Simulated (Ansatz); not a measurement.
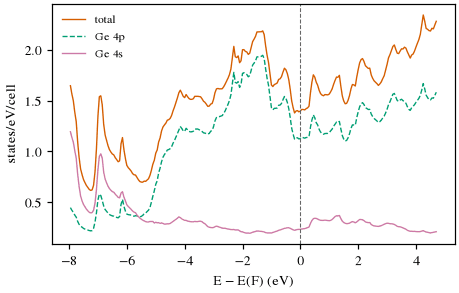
Figure: Total and projected density of states of Ge in space group Fmmm (No. 69; Ge on 8i, Ge on 8h), plane-wave PAW PBEsol (Ansatz code)

### Question
Which orbitals carry the states next to the Fermi level?

### Answer
Within 0.5 eV of the Fermi level: Ge 4p 81 %, Ge 4s 17 %. Projections are on Löwdin-orthogonalised atomic valence shells; empty p or d shells of many metals are not among them.

### Question
Where is the tallest occupied peak in this window, and what makes it?

### Answer
Near -1.3 eV, about 2.2 states/eV per cell; the largest projected share is Ge 4p.

The first step of the workflow began from a Materials Project structure, measured or hypothetical; the Crystallography Open Database copy checked does not list it. It is not the phase usual at ambient conditions (space group No. 227). The cell was relaxed with PBEsol under the symmetry of its start; phonons show weakly imaginary modes. Scalar-relativistic: spin–orbit coupling is off unless named, which matters more the heavier the elements.

Potentials: the later of the program's two PAW sets.
